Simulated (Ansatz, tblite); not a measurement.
# C₂₂H₂₄Se₃Si₂: a ladder of methods and basis sets

Aim: run the singlet of C₂₂H₂₄Se₃Si₂ at one geometry on many levels, and compare frontier levels, spin and run time.

Method: as each input shows; program: Ansatz 0.2.0, Gaussian basis.

Levels to be run: GFN1-xTB, GFN2-xTB, PBE-D4/def2-TZVP, r2SCAN-D4/def2-TZVP, PBE-D4/def2-SVP, PBE0-D4/def2-SVP.

1 further run of the same task is left out (set aside as unsound or not needed).

### Step 1. The relaxed structure

The singlet was relaxed beforehand with PBE-D4/def2-SVP.

SMILES `C[Si](C)(C)C#Cc1ccc(-c2ccc(-c3ccc(C#C[Si](C)(C)C)[se]3)[se]2)[se]1`, 51 atoms, charge 0, spin multiplicity 1.

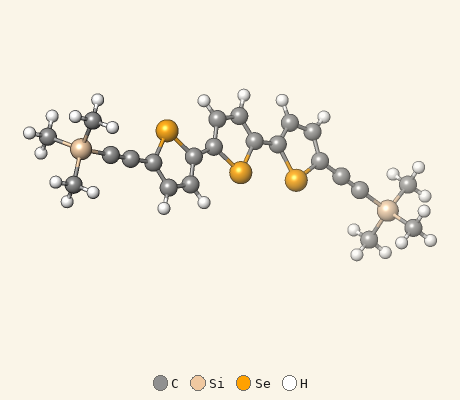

The geometry (carbon grey, silicon light orange, selenium orange, hydrogen white).

PBE0-D4/def2-TZVP was run before; its log isn't repeated, and its numbers join the tables.

### Step 2. GFN1-xTB

Tight binding, by tblite at 300 K electronic temperature and without a spin-polarisation term:

```python
tblite.interface.Calculator('GFN1-xTB', numbers, positions, charge=0, uhf=0).singlepoint()
```

Energy -1988.5258 eV, HOMO -10.25 eV, LUMO -8.66 eV; 0.2 s.

### Step 3. GFN2-xTB

Tight binding, by tblite at 300 K electronic temperature and without a spin-polarisation term:

```python
tblite.interface.Calculator('GFN2-xTB', numbers, positions, charge=0, uhf=0).singlepoint()
```

Energy -1962.3252 eV, HOMO -9.62 eV, LUMO -8.07 eV; 0.17 s.

### Step 4. PBE-D4/def2-TZVP

start.molden holds the orbitals of an earlier run on this state, given as this run's starting guess.

Contents of in.yaml:

```yaml
crystal:
  periodic: [false, false, false]
  atoms:
    - {symbol: C, position_ang: [10.155421, -1.139345, -1.447800]}
    - {symbol: Si, position_ang: [9.602358, 0.275751, -0.322168]}
    - {symbol: C, position_ang: [10.233402, 1.930805, -0.982336]}
    - {symbol: C, position_ang: [10.213355, -0.011735, 1.444005]}
    - {symbol: C, position_ang: [7.754867, 0.324913, -0.304278]}
    - {symbol: C, position_ang: [6.515633, 0.360757, -0.293372]}
    - {symbol: C, position_ang: [5.113668, 0.371848, -0.268498]}
    - {symbol: C, position_ang: [4.231233, 1.375582, -0.672337]}
    - {symbol: C, position_ang: [2.856787, 1.081543, -0.518275]}
    - {symbol: C, position_ang: [2.550396, -0.171523, 0.017634]}
    - {symbol: C, position_ang: [1.260312, -0.740733, 0.286661]}
    - {symbol: C, position_ang: [0.942196, -1.990631, 0.819747]}
    - {symbol: C, position_ang: [-0.434249, -2.274255, 0.970257]}
    - {symbol: C, position_ang: [-1.312984, -1.266490, 0.567101]}
    - {symbol: C, position_ang: [-2.751771, -1.283003, 0.606939]}
    - {symbol: C, position_ang: [-3.577658, -2.312774, 1.068130]}
    - {symbol: C, position_ang: [-4.968500, -2.072277, 0.995787]}
    - {symbol: C, position_ang: [-5.346410, -0.833820, 0.471804]}
    - {symbol: C, position_ang: [-6.630814, -0.308231, 0.274219]}
    - {symbol: C, position_ang: [-7.758512, 0.173598, 0.091967]}
    - {symbol: Si, position_ang: [-9.440649, 0.889848, -0.178536]}
    - {symbol: C, position_ang: [-9.675004, 1.199577, -2.029368]}
    - {symbol: C, position_ang: [-10.721706, -0.348702, 0.455326]}
    - {symbol: C, position_ang: [-9.562677, 2.517612, 0.776507]}
    - {symbol: Se, position_ang: [-3.802020, 0.168679, 0.000841]}
    - {symbol: Se, position_ang: [-0.334266, 0.220567, -0.080339]}
    - {symbol: Se, position_ang: [4.145177, -1.124665, 0.391750]}
    - {symbol: H, position_ang: [9.788289, -0.991094, -2.483436]}
    - {symbol: H, position_ang: [9.766317, -2.111553, -1.082998]}
    - {symbol: H, position_ang: [11.263333, -1.201480, -1.479024]}
    - {symbol: H, position_ang: [11.343040, 1.939998, -1.009336]}
    - {symbol: H, position_ang: [9.862245, 2.117021, -2.010412]}
    - {symbol: H, position_ang: [9.897331, 2.769126, -0.339212]}
    - {symbol: H, position_ang: [9.825284, -0.968851, 1.847774]}
    - {symbol: H, position_ang: [9.880633, 0.803543, 2.117731]}
    - {symbol: H, position_ang: [11.322433, -0.051319, 1.470186]}
    - {symbol: H, position_ang: [4.602341, 2.325601, -1.081354]}
    - {symbol: H, position_ang: [2.068250, 1.795147, -0.802631]}
    - {symbol: H, position_ang: [1.724656, -2.710738, 1.104346]}
    - {symbol: H, position_ang: [-0.796045, -3.228454, 1.378523]}
    - {symbol: H, position_ang: [-3.164386, -3.251471, 1.463594]}
    - {symbol: H, position_ang: [-5.723461, -2.799670, 1.325591]}
    - {symbol: H, position_ang: [-9.586193, 0.255265, -2.603566]}
    - {symbol: H, position_ang: [-10.677851, 1.632635, -2.228128]}
    - {symbol: H, position_ang: [-8.912250, 1.906950, -2.413939]}
    - {symbol: H, position_ang: [-10.579908, -0.549621, 1.536644]}
    - {symbol: H, position_ang: [-10.643625, -1.313337, -0.086172]}
    - {symbol: H, position_ang: [-11.749085, 0.046646, 0.309543]}
    - {symbol: H, position_ang: [-10.562985, 2.978360, 0.635415]}
    - {symbol: H, position_ang: [-9.407786, 2.353060, 1.861961]}
    - {symbol: H, position_ang: [-8.798140, 3.241385, 0.427525]}
basis:
  gaussian: {orbitals: def2-TZVP, fitting: {mean_field: def2-universal-jkfit}, initial_orbitals: start.molden}
hamiltonian: {xc: pbe, dispersion: d4}
scf: {omitted_lower_state_checks: [starts]}
output: {orbitals: {seedname: orbitals}}
```

Run with:

```sh
$ ansatz run in.yaml --threads 2 --pin off --events-out ev --progress --plain --max-ram 32768MiB --backend cuda --devices 0, --max-vram 18GiB
```

The log of the run:

```text
Functional definition: PBE
  name "PBE"
  cite "Perdew, Burke & Ernzerhof, Phys. Rev. Lett. 77, 3865 (1996) doi:10.1103/PhysRevLett.77.3865"
  parent pbe
  parameter kappa = 0.804
  parameter beta = 0.06672455060314922
  exchange = pbe_x(kappa = kappa, mu = beta*pi^2/3)
  correlation = pbe_c(beta = beta)
these checks for a lower state are left out or cut short: starts
3136 factors; integrals over basis functions are off by at most 3.6e-1 eV
mean field evaluation 1: about -234949.0729 eV, gradient 2.4e1 eV
mean field evaluation 2: about -234949.6416 eV, gradient 6.8e-1 eV
mean field evaluation 4: about -234949.6427 eV, gradient 7.5e-3 eV
mean field -234949.64270683 eV, -8634.2401148883 hartree, gradient 2.0e-5 eV, S^2 0.000000; 0 other end points of the search recorded, 0 dependent functions left out
reference -234949.64282916 eV, -8634.2401193840 hartree; 143, 143 occupied and 901, 901 virtual orbitals, 3136 factors
Total energy: -234951.60836980 eV, -8634.3123516700 hartree
Checks for a lower state left out: starts
```

Wall time 28 s (1 × H100 (card shared with other runs) with 2 threads of AMD EPYC 7R13, shared host).

HOMO -4.73 eV, LUMO -3.11 eV.

### Step 5. r2SCAN-D4/def2-TZVP

in.yaml: that of step 4 with these lines changed.

```diff
@@ -56,4 +56,4 @@
   gaussian: {orbitals: def2-TZVP, fitting: {mean_field: def2-universal-jkfit}, initial_orbitals: start.molden}
-hamiltonian: {xc: pbe, dispersion: d4}
+hamiltonian: {xc: r2scan, dispersion: d4}
 scf: {omitted_lower_state_checks: [starts]}
-output: {orbitals: {seedname: orbitals}}
+output: {forces: true, orbitals: {seedname: orbitals}}
```

The command is unchanged.

The log of the run, shortened:

```text
Functional definition: r2SCAN
  name "r2SCAN"
  cite "Furness, Kaplan, Ning, Perdew & Sun, J. Phys. Chem. Lett. 11, 8208 (2020) doi:10.1021/acs.jpclett.0c02405"
  cite "Furness, Kaplan, Ning, Perdew & Sun, J. Phys. Chem. Lett. 11, 9248 (2020) doi:10.1021/acs.jpclett.0c03077"
  parent r2scan
[...]
3136 factors; integrals over basis functions are off by at most 3.6e-1 eV
[...]
mean field -235001.81738571 eV, -8636.1574989720 hartree, gradient 2.5e-5 eV, S^2 0.000000; 0 other end points of the search recorded, 0 dependent functions left out
[...]
reference -235001.81742085 eV, -8636.1575002632 hartree; 143, 143 occupied and 901, 901 virtual orbitals, 3136 factors
Total energy: -235002.36394353 eV, -8636.1775846012 hartree
Atom 0 at    10.155421    -1.139345    -1.447800 Å, force     0.033133    -0.118805    -0.082242 eV/Å
[...]
Atom 42 at    -9.586193     0.255265    -2.603566 Å, force    -0.044872     0.448500     0.255360 eV/Å
Atom 43 at   -10.677851     1.632635    -2.228128 Å, force     0.470172    -0.202828     0.087150 eV/Å
Atom 44 at    -8.912250     1.906950    -2.413939 Å, force    -0.364595    -0.336564     0.174855 eV/Å
Atom 45 at   -10.579908    -0.549621     1.536644 Å, force    -0.074035     0.089553    -0.510472 eV/Å
Atom 46 at   -10.643625    -1.313337    -0.086172 Å, force    -0.045916     0.451538     0.261524 eV/Å
Atom 47 at   -11.749085     0.046646     0.309543 Å, force     0.484449    -0.194703     0.072460 eV/Å
Atom 48 at   -10.562985     2.978360     0.635415 Å, force     0.470370    -0.211727     0.069745 eV/Å
Atom 49 at    -9.407786     2.353060     1.861961 Å, force    -0.074911     0.090654    -0.504469 eV/Å
Atom 50 at    -8.798140     3.241385     0.427525 Å, force    -0.365744    -0.337242     0.172361 eV/Å
Dipole moment:    -0.005636    -0.107493     0.046702 e Å
Checks for a lower state left out: starts
```

Wall time 38 s (1 × H100 (card shared with other runs) with 2 threads of AMD EPYC 7R13, shared host).

HOMO -4.85 eV, LUMO -3.11 eV.

### Step 6. PBE-D4/def2-SVP

in.yaml: that of step 5 with these lines changed.

```diff
@@ -55,5 +55,5 @@
 basis:
-  gaussian: {orbitals: def2-TZVP, fitting: {mean_field: def2-universal-jkfit}, initial_orbitals: start.molden}
-hamiltonian: {xc: r2scan, dispersion: d4}
+  gaussian: {orbitals: def2-SVP, fitting: {mean_field: def2-universal-jkfit}, initial_orbitals: start.molden}
+hamiltonian: {xc: pbe, dispersion: d4}
 scf: {omitted_lower_state_checks: [starts]}
-output: {forces: true, orbitals: {seedname: orbitals}}
+output: {orbitals: {seedname: orbitals}}
```

Launched as before.

The log of the run:

```text
Functional definition: PBE
  name "PBE"
  cite "Perdew, Burke & Ernzerhof, Phys. Rev. Lett. 77, 3865 (1996) doi:10.1103/PhysRevLett.77.3865"
  parent pbe
  parameter kappa = 0.804
  parameter beta = 0.06672455060314922
  exchange = pbe_x(kappa = kappa, mu = beta*pi^2/3)
  correlation = pbe_c(beta = beta)
these checks for a lower state are left out or cut short: starts
3136 factors; integrals over basis functions are off by at most 2.5e-1 eV
mean field evaluation 1: about -234894.4597 eV, gradient 1.9e1 eV
mean field evaluation 2: about -234895.2794 eV, gradient 7.1e-1 eV
mean field evaluation 4: about -234895.2711 eV, gradient 4.4e-3 eV
mean field -234895.27109995 eV, -8632.2419951900 hartree, gradient 2.1e-5 eV, S^2 0.000000; 0 other end points of the search recorded, 0 dependent functions left out
reference -234895.27120049 eV, -8632.2419988846 hartree; 143, 143 occupied and 417, 417 virtual orbitals, 3136 factors
Total energy: -234897.23674112 eV, -8632.3142311707 hartree
Checks for a lower state left out: starts
```

Run time: 39 s. Hardware: 1 × H100 (card shared with other runs) with 2 threads of AMD EPYC 7R13, shared host.

Report: HOMO -4.65 eV, LUMO -3.00 eV.

### Step 7. PBE0-D4/def2-SVP

in.yaml: that of step 6 with these lines changed.

```diff
@@ -56,3 +56,3 @@
   gaussian: {orbitals: def2-SVP, fitting: {mean_field: def2-universal-jkfit}, initial_orbitals: start.molden}
-hamiltonian: {xc: pbe, dispersion: d4}
+hamiltonian: {xc: pbe0, dispersion: d4}
 scf: {omitted_lower_state_checks: [starts]}
```

The command is unchanged.

The log of the run:

```text
Functional definition: PBE0
  name "PBE0"
  cite "Adamo & Barone, J. Chem. Phys. 110, 6158 (1999) doi:10.1063/1.478522"
  cite "Perdew, Burke & Ernzerhof, Phys. Rev. Lett. 77, 3865 (1996) doi:10.1103/PhysRevLett.77.3865"
  parent pbe
  parameter a = 0.25
  parameter kappa = 0.804
  parameter beta = 0.06672455060314922
  exchange = (1 - a)*pbe_x(kappa = kappa, mu = beta*pi^2/3) + a*exact_x
  correlation = pbe_c(beta = beta)
these checks for a lower state are left out or cut short: starts
3136 factors; integrals over basis functions are off by at most 2.5e-1 eV
mean field evaluation 1: about -234904.9197 eV, gradient 1.3e1 eV
mean field evaluation 2: about -234905.3230 eV, gradient 3.1e-1 eV
mean field evaluation 4: about -234905.3139 eV, gradient 4.5e-4 eV
mean field -234905.31391047 eV, -8632.6110616692 hartree, gradient 1.5e-5 eV, S^2 0.000000; 0 other end points of the search recorded, 0 dependent functions left out
reference -234905.31398999 eV, -8632.6110645916 hartree; 143, 143 occupied and 417, 417 virtual orbitals, 3136 factors
Total energy: -234907.01621899 eV, -8632.6736203534 hartree
Checks for a lower state left out: starts
```

Wall time 44 s (1 × H100 (card shared with other runs) with 2 threads of AMD EPYC 7R13, shared host).

From the report: HOMO -5.45 eV, LUMO -2.54 eV.

### Step 8. Levels side by side

```
              level  functions  HOMO (eV)  LUMO (eV)  gap (eV)     time
    PBE-D4/def2-SVP        560      -4.65      -3.00      1.66     39 s
   PBE-D4/def2-TZVP       1044      -4.73      -3.11      1.62     28 s
r2SCAN-D4/def2-TZVP       1044      -4.85      -3.11      1.74     38 s
   PBE0-D4/def2-SVP        560      -5.45      -2.54      2.92     44 s
  PBE0-D4/def2-TZVP       1044      -5.46      -2.60      2.87  2.4 min
```

### Step 9. Binding energy

Free atoms were run apart at each level; binding is atoms less cluster, divided by the number of atoms, without zero-point or spin-orbit terms.

| level | binding an atom (eV) |
| --- | --- |
| PBE-D4/def2-SVP | 4.845 |
| PBE-D4/def2-TZVP | 4.797 |
| r2SCAN-D4/def2-TZVP | 4.667 |
| PBE0-D4/def2-SVP | 4.746 |
| PBE0-D4/def2-TZVP | 4.696 |

### Step 10. Outcome

| quantity | value |
| --- | --- |
| gap in def2-TZVP, named functionals, smallest and largest | 1.62 eV (PBE-D4), 2.87 eV (PBE0-D4) |
| binding an atom, functionals in def2-TZVP | 4.67 (r2SCAN-D4) to 4.80 eV (PBE-D4) |
| PBE0 total energy, smallest basis above largest | 53.99 eV (def2-SVP, def2-TZVP) |

Over the named functionals in def2-TZVP the gap runs from 1.62 eV (PBE-D4) to 2.87 eV (PBE0-D4); exact exchange widens it.

The slowest run with a step of its own, PBE0-D4/def2-SVP, took 44 s; the quickest functional in def2-TZVP took 28 s (shared host).
